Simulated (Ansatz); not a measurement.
WO3: several calculations on one system

Part 1: Relaxation

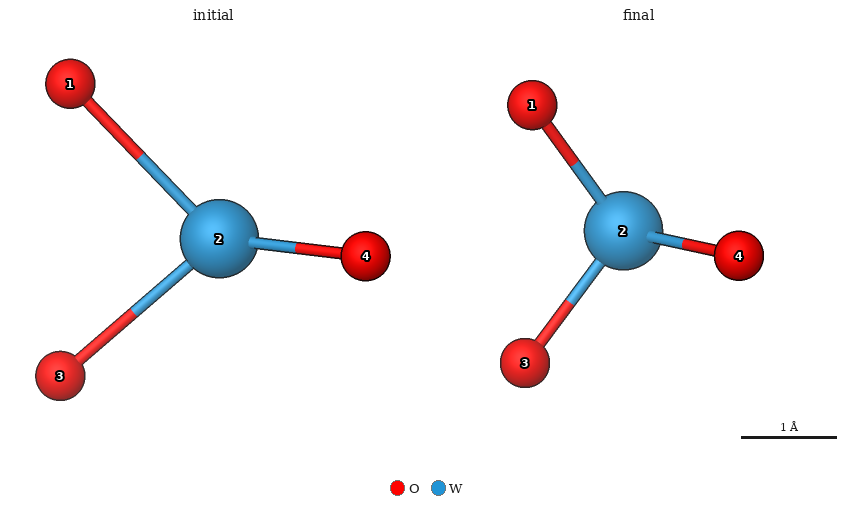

The structure of WO3 (coarse preliminary run) before (left) and after (right) a relaxation, at one scale.

Style: ball-and-stick. Shown at a tilt.

Computed with Ansatz 0.2.0, RKS PBE-D4/def2-SVP. Set-up: force threshold 0.03 eV/Å; at most 250 steps.

Q: What changed between the two?

A: The optimiser took 8 steps. The atom that moves furthest after the best rigid fit is O4 (0.56 Å). By element the largest moves are O 0.56 Å, W 0.35 Å. Among the contacts that change: O1–W2 2.273 → 1.737 Å, W2–O3 2.245 → 1.737 Å, W2–O4 1.861 → 1.737 Å. Bond angles that change, for instance: O3–W2–O4 130.4° → 105.4°, O1–W2–O4 126.2° → 105.4°, O1–W2–O3 87.9° → 105.4°. The run took roughly 23 core-seconds on a shared host.

Part 2: Relaxation

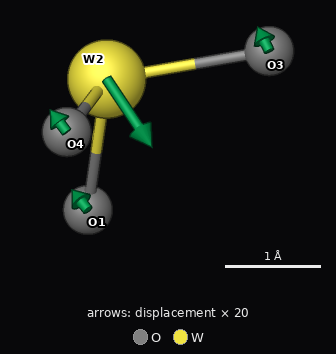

A relaxation of WO₃. The starting structure is drawn; green arrows show the displacements, 20 times their true length. The two geometries are superimposed by the best rigid fit.

A ball-and-stick model, seen from a free direction.

Theory: RKS PBE0-D4/def2-TZVP in Ansatz. Set-up: force threshold 0.005 eV/Å; at most 200 steps.

Q: What happened in the run?

A: W2 moves most after the best rigid fit: 0.046 Å. By element the largest moves are W 0.046 Å, O 0.015 Å. Some distances before and after: O1–W2 1.737 → 1.716 Å. Among the angles between lasting bonds that change: O1–W2–O3 105.4° → 107.5°. Over 4 geometry steps the energy falls by 1.56 kcal/mol. The largest force component goes from 1.9 to 0.0013 eV/Å. The run took about 22 core-seconds on a shared host.

Part 3: A change

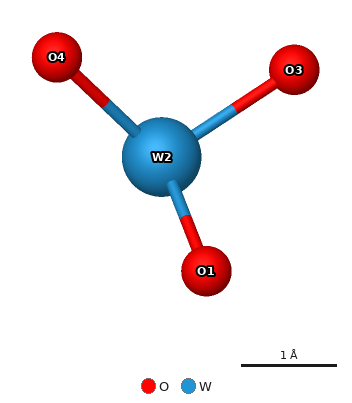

The starting point is WO3. A ball-and-stick model, seen at a tilt.

Level of theory: RKS wB97M-V/def2-TZVPP (Ansatz). 

Now this is done to it. All atoms are moved at random (σ = 0.06 Å) from the PBE0-D4/def2-TZVP minimum.

Input
```yaml
crystal:
  periodic: [false, false, false]
  atoms:
    - {symbol: O, position_ang: [-0.169336, 0.294829, 1.550873]}
    - {symbol: W, position_ang: [-0.394013, -0.214646, 0.006783]}
    - {symbol: O, position_ang: [1.042234, -1.129092, -0.461710]}
    - {symbol: O, position_ang: [-0.427624, 1.140401, -1.069602]}
basis:
  gaussian: {orbitals: def2-TZVPP}
hamiltonian: {xc: {name: wB97M-V}}
output: {forces: true}
```

### What is the effect?

It costs 23.3 kJ/mol. The largest force is 6.3 eV/Å, on W2. The forces mostly point back along the displacements (cosine −0.94). At other levels of theory the same distortion costs 24.3 kJ/mol (RKS PBE-D4/def2-TZVPP), 24.1 kJ/mol (RKS r2SCAN-D4/def2-TZVPP), 23.2 kJ/mol (RKS PBE0-D4/def2-TZVPP), 24.4 kJ/mol (RHF-CCSD(T), frozen core/def2-TZVPP). Near-neighbour distances before and after: O1–W2 1.716 → 1.641 Å, W2–O3 1.716 → 1.766 Å, W2–O4 1.716 → 1.731 Å. Among the angles between lasting bonds that change: O1–W2–O4 107.5° → 110.2°, O3–W2–O4 107.5° → 104.8°.
